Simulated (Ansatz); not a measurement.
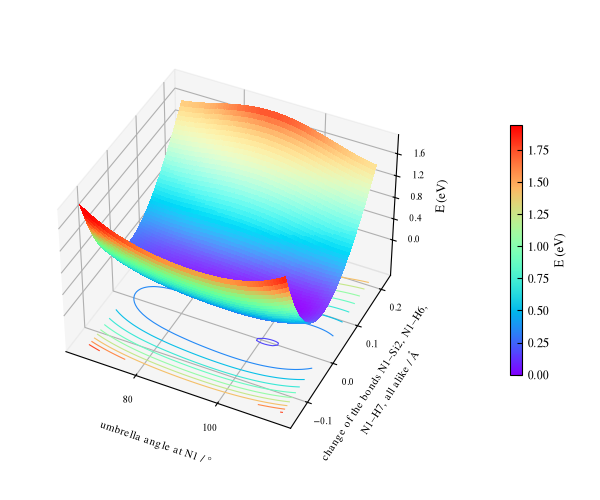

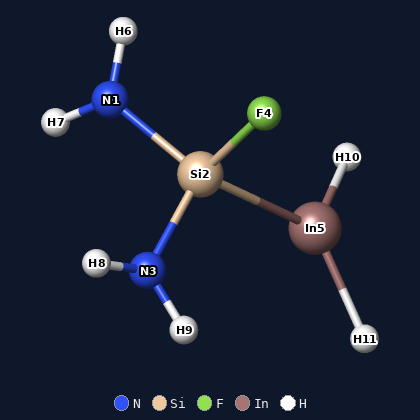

Energy landscape of FH6InN2Si, SMILES N[Si](N)(F)[InH2]. First axis: umbrella angle at N1 (between each of its bonds and their common axis; 90 is planar). Second axis: change of the bonds N1–Si2, N1–H6, N1–H7, all alike. Nothing is relaxed (all other coordinates rigid). The grid has 11 × 11 points. Points are written as (first, second). Energies are in eV, from the lowest grid point. These are results of RKS PBE-D4/def2-SVP (Ansatz), not measurements.

Drawn: a relief with its contours projected below. Between grid points the surface is interpolated. The second picture is the structure at the lowest point.

### What does the map say about the system?

The lowest grid point is at (99.6°, 0.003 Å). It is the only kind of minimum in the scanned range. The highest grid point, (66.0°, −0.139 Å), lies 1.94 eV above the lowest.

Time for the 121 points that were run: 12 min on 1 thread of Intel(R) Xeon(R) Platinum 8488C (Sapphire Rapids), with other jobs on the host.
